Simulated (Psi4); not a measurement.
**CAM-B3LYP/def2-SVPD run of GeH2O2 (SMILES [OH][Ge][OH])**

What is the energy change on altering one bond length of GeH2O2 at CAM-B3LYP/def2-SVPD? 

The calculation is run with Psi4 1.11.

### 1 The structure to begin with

GeH2O2 has 5 atoms, charge 0, and is taken as a singlet. SMILES: `[OH][Ge][OH]`. Geometry: relaxed at PBE0-D4/def2-TZVP. This is one conformer, not always the lowest.

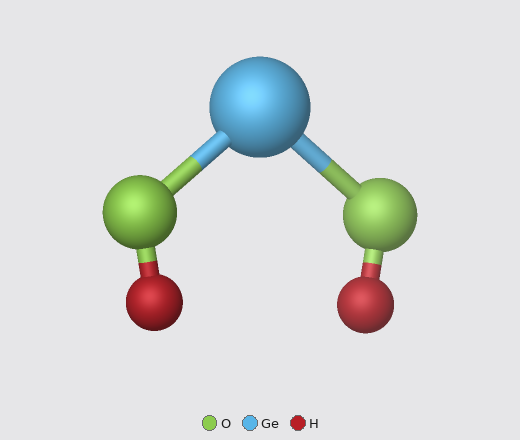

The structure, seen from a chosen angle (oxygen green, germanium blue, hydrogen red).

### 2 Energy and forces at CAM-B3LYP/def2-SVPD

The input, job.in:

```
memory 1.6 GB

molecule {
  0 1
  O     -2.53412273    -0.18802775    -0.71318264
  Ge    -0.59790935    -1.69281666     1.61628275
  O      2.42243992    -0.26890803     1.07752184
  H     -1.77804331     1.04086115    -1.81697167
  H      2.58212178     0.96980745    -0.24169597
  units bohr
  symmetry c1
  no_reorient
  no_com
}

set globals {
  puream               true
  e_convergence        1e-09
  d_convergence        1e-08
  scf_type             pk
  dft_radial_points    99
  dft_spherical_points 590
}

e_tot, wfn = gradient('cam-b3lyp/def2-SVPD', return_wfn=True)
```

Command:

```sh
$ psi4 -i job.in -o job.out -n 1
```

job.out:

```text
[...]
  Running in c1 symmetry.
[...]
  Nuclear repulsion =  189.662083848002680
[...]
  Multiplicity = 1
[...]
  Nalpha       = 25
  Nbeta        = 25
[...]
    Number of basis functions: 100
[...]
   @RKS iter   1: -2227.20909503794155   -2.79230e+00   2.36287e-02 DIIS/ADIIS
[...]
   @RKS iter  12: -2228.41925488871584   -2.72848e-12   9.77300e-10 DIIS
[...]
    Orbital Energies [Eh]
    ---------------------
    Doubly Occupied:
       1A   -398.795635     2A    -49.852672     3A    -44.390168
       4A    -44.388594     5A    -44.387406     6A    -19.223718
       7A    -19.223683     8A     -6.313616     9A     -4.492210
      10A     -4.488313    11A     -4.483542    12A     -1.316615
      13A     -1.314875    14A     -1.312961    15A     -1.308993
      16A     -1.305647    17A     -1.073996    18A     -1.045114
      19A     -0.641687    20A     -0.578258    21A     -0.484300
      22A     -0.429711    23A     -0.400480    24A     -0.394617
      25A     -0.346375
[...]
  @RKS Final Energy: -2228.41925488871584
   => Energetics <=
    Nuclear Repulsion Energy =            189.6620838480026805
    One-Electron Energy =               -3480.4494124706379807
    Two-Electron Energy =                1137.3765674077585572
    DFT Exchange-Correlation Energy =     -75.0084936738388137
    Empirical Dispersion Energy =           0.0000000000000000
    VV10 Nonlocal Energy =                  0.0000000000000000
    Total Energy =                      -2228.4192548887158409
[...]
 Multipole Moments:
 ------------------------------------------------------------------------------------
     Multipole            Electronic (a.u.)      Nuclear  (a.u.)        Total (a.u.)
 ------------------------------------------------------------------------------------
 L = 1.  Multiply by 2.5417464519 to convert [e a0] to [Debye]
 Dipole X            :         19.3630332          -19.2224832            0.1405500
 Dipole Y            :         56.1926653          -55.8149508            0.3777145
 Dipole Z            :        -52.9492454           52.5770940           -0.3721514
 Magnitude           :                                                    0.5485611
[...]
  -Total Gradient:
     Atom            X                  Y                   Z
    ------   -----------------  -----------------  -----------------
       1        0.000252253184    -0.000877917246     0.001095591087
       2        0.002742606512     0.007410554824    -0.007299393916
       3       -0.000905241897    -0.000858364923     0.000676329503
       4        0.000645015901    -0.002851875612     0.003360051911
       5       -0.002722035505    -0.002788245026     0.002134273312
[...]
```

Wall time 20 s (1 thread of Intel Xeon 6975P-C (Granite Rapids), shared host); peak memory 0.87 GiB.

### 3 The distorted shape, same level

The input, calc.inp:

```
memory 1.6 GB

molecule geom {
  O
  Ge 1 1.789818
  O 2 1.789862 1 102.36801
  H 1 0.961324 2 118.76235 3 0.08568
  H 3 1.1055 2 118.76472 1 -0.08236
  symmetry c1
}

set {
  puream true
  e_convergence 1e-09
  d_convergence 1e-08
  scf_type pk
  dft_radial_points 99
  dft_spherical_points 590
}

e, wfn = gradient("cam-b3lyp/def2-SVPD", return_wfn=True)
oeprop(wfn, "DIPOLE", "QUADRUPOLE", "MAYER_INDICES", title="CAM-B3LYP")
print_variables()
```

Command:

```sh
$ psi4 -i calc.inp -o calc.out -n 1
```

calc.out, shortened:

```text
[...]
  Running in c1 symmetry.
[...]
  Nuclear repulsion =  188.763806877462173
[...]
  Multiplicity = 1
[...]
  Nalpha       = 25
  Nbeta        = 25
[...]
    Number of basis functions: 100
[...]
   @RKS iter   1: -2227.17931110749078   -2.83537e+00   2.36549e-02 DIIS/ADIIS
[...]
   @RKS iter  12: -2228.40535098741157   -2.27374e-12   2.88982e-09 DIIS
[...]
  @RKS Final Energy: -2228.40535098741157
   => Energetics <=
    Nuclear Repulsion Energy =            188.7638068774621729
    One-Electron Energy =               -3478.8011445725815065
    Two-Electron Energy =                1136.5944272601652756
    DFT Exchange-Correlation Energy =     -74.9624405524574371
    Empirical Dispersion Energy =           0.0000000000000000
    VV10 Nonlocal Energy =                  0.0000000000000000
    Total Energy =                      -2228.4053509874111114
[...]
  -Total Gradient:
     Atom            X                  Y                   Z
    ------   -----------------  -----------------  -----------------
       1        0.000023691597    -0.000669229030     0.001319117475
       2       -0.000025249990    -0.006080771947    -0.004726788659
       3        0.000137319097     0.062936899667     0.067735220285
       4       -0.000010448499     0.002184033817     0.003531372827
       5       -0.000125085869    -0.058420386906    -0.067880110172
[...]
 Multipole Moments:
 ------------------------------------------------------------------------------------
     Multipole            Electronic (a.u.)      Nuclear  (a.u.)        Total (a.u.)
 ------------------------------------------------------------------------------------
 L = 1.  Multiply by 2.5417464519 to convert [e a0] to [Debye]
 Dipole X            :          0.0009830           -0.0026729           -0.0016898
 Dipole Y            :          4.8344853           -5.2918163           -0.4573311
 Dipole Z            :          3.9214591           -4.2895524           -0.3680933
 Magnitude           :                                                    0.5870666
 L = 2.  Multiply by 1.3450342976 to convert [e a0^2] to [Debye ang]
 Quadrupole XX       :        -21.0203203            0.0000122          -21.0203080
 Quadrupole XY       :         -0.0079353            0.0131107            0.0051755
[...]
```

It took 19 s on 1 thread of Intel Xeon 6975P-C (Granite Rapids), shared host; peak memory 0.87 GiB.

### 4 Results

At CAM-B3LYP/def2-SVPD:

| quantity | value |
| --- | --- |
| first shape: total energy | -2228.41925 Eh |
| first shape: dipole moment | 1.39 D |
| first shape: HOMO energy | -9.43 eV |
| first shape: LUMO energy | -0.63 eV |
| first shape: HOMO–LUMO gap | 8.80 eV |
| first shape: largest force on an atom | 0.553 eV/Å |
| distorted shape: total energy | -2228.40535 Eh |
| distorted shape: dipole moment | 1.49 D |
| distorted shape: HOMO energy | -9.40 eV |
| distorted shape: LUMO energy | -0.59 eV |
| distorted shape: HOMO–LUMO gap | 8.80 eV |
| distorted shape: largest force on an atom | 4.755 eV/Å |
| energy change with the O3–H5 bond stretched from 0.961 to 1.105 Å | 0.378 eV |

**Reading.** With the O3–H5 bond stretched from 0.961 to 1.105 Å the energy rises by 0.38 eV (36.5 kJ/mol). The first shape isn't relaxed at this level, so the change isn't measured from a minimum. The largest force (first shape) is 0.55 eV/Å: the shape isn't a stationary point for this species at this level.
